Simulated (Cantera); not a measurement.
Input: 1 mol Nb, 25 mol H2O, 150 mol H2, held at 1 atm.

These are equilibrium values from Cantera (NASA tables, ideal gas, pure condensed phases), not measurements of a reactor. Candidate condensed phases: H2O, Nb, NbO, NbO2, Nb2O5; 12 gas species. Mutual solubility and eutectic melting of coexisting phases are not modelled. Condensed phases not in the tables: the oxides between NbO2 and Nb2O5. Kinetics and transport are ignored.

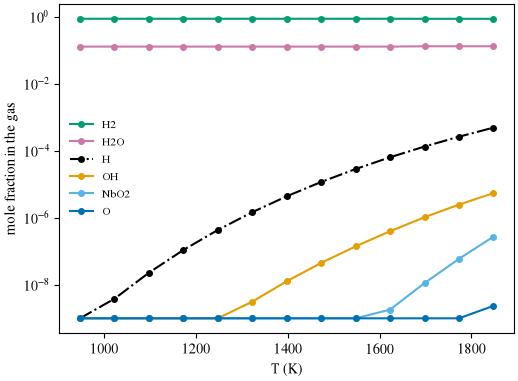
Figure. Equilibrium gas composition (values under 1e-9 drawn at 1e-9)

From 948 K to 1548 K the condensed part is Nb2O5(s). At 1623 K the condensed part is NbO2(s) + Nb2O5(s). From 1698 K to 1848 K the condensed part is NbO2(s).
